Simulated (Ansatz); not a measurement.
```xyz
11

Ga   -0.7375   -1.8761    1.2137
O     0.8426    0.5292   -0.1231
C     1.3193    1.0963   -1.3018
C    -1.8011   -0.3854    1.2645
H    -0.1078    0.6178   -0.0593
Cl    0.2999   -3.6112    0.5560
H     2.3771    0.8557   -1.3895
H     1.2189    2.1856   -1.3008
H     0.8078    0.7051   -2.1850
H    -1.3768    0.4605    1.8065
H    -2.8422   -0.5775    1.5189
```

Not at a stationary point (largest force 0.5 eV/Å).

Method: RHF/def2-SVP (Ansatz 0.2.0).

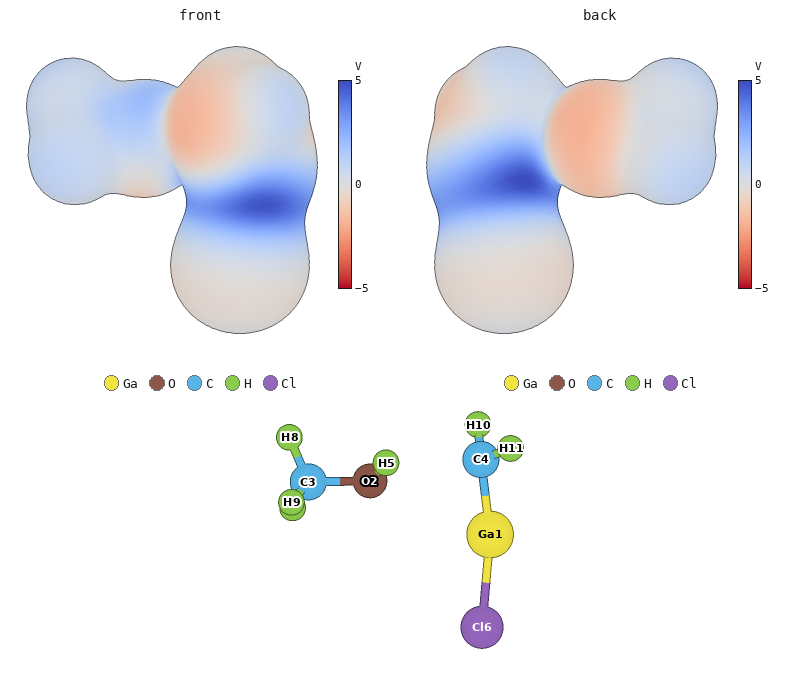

CH$_{2}$ClGa···CH$_{4}$O. The molecular electrostatic potential painted on the density surface at 0.004 e/bohr³, seen from the front and from behind; red is negative and blue positive. The bare structure is drawn below in the same view.

Describe the electrostatic potential map.

Answer. The most negative region (about −1.8 V) lies over O2, the most positive (about +4.8 V) over Ga1. O2 is the likeliest acceptor of a hydrogen bond.
